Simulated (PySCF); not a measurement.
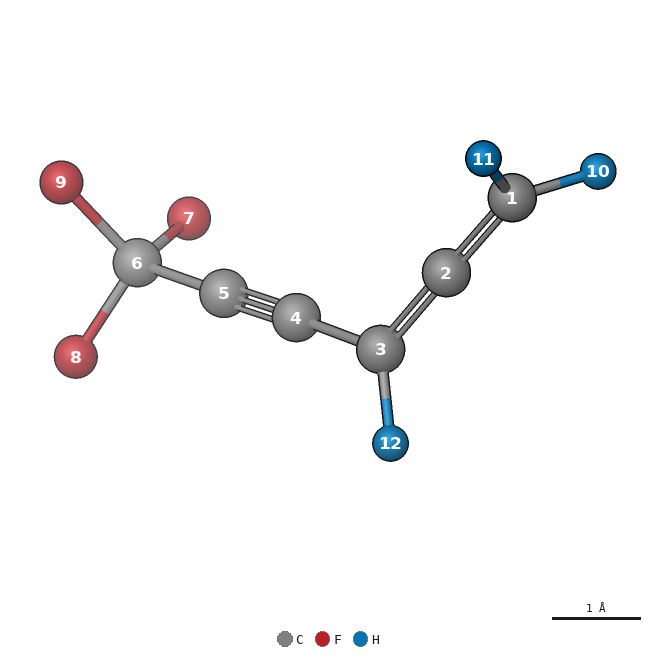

Orthographic view. Distant atoms are faded towards the background colour. The computed structure is the end point of a PBE0-D3(BJ)/def2-SVP optimisation. No frequency run is at hand to confirm it as a minimum.

Write a MOL file (V2000) with the atoms in numerical order, bonds sorted by atom number with the orders drawn, and coordinates in the frame of the picture: x right, y up, z towards the viewer, origin at the mean position.

```
C6H3F3
                    3D

 12 11  0  0  0  0  0  0  0  0999 V2000
    2.2300    0.8100    2.1200 C   0  0  0  0  0  0  0  0  0  0  0  0
    1.4800   -0.0400    1.4800 C   0  0  0  0  0  0  0  0  0  0  0  0
    0.7300   -0.9200    0.8300 C   0  0  0  0  0  0  0  0  0  0  0  0
   -0.2300   -0.5600   -0.1500 C   0  0  0  0  0  0  0  0  0  0  0  0
   -1.0500   -0.2800   -1.0000 C   0  0  0  0  0  0  0  0  0  0  0  0
   -2.0400    0.0700   -2.0200 C   0  0  0  0  0  0  0  0  0  0  0  0
   -1.4500    0.5700   -3.1100 F   0  0  0  0  0  0  0  0  0  0  0  0
   -2.7400   -1.0000   -2.4000 F   0  0  0  0  0  0  0  0  0  0  0  0
   -2.9000    0.9800   -1.5800 F   0  0  0  0  0  0  0  0  0  0  0  0
    3.2100    1.1100    1.7200 H   0  0  0  0  0  0  0  0  0  0  0  0
    1.9000    1.2500    3.0600 H   0  0  0  0  0  0  0  0  0  0  0  0
    0.8500   -1.9900    1.0500 H   0  0  0  0  0  0  0  0  0  0  0  0
  1  2  2  0
  1 10  1  0
  1 11  1  0
  2  3  2  0
  3  4  1  0
  3 12  1  0
  4  5  3  0
  5  6  1  0
  6  7  1  0
  6  8  1  0
  6  9  1  0
M  END
```
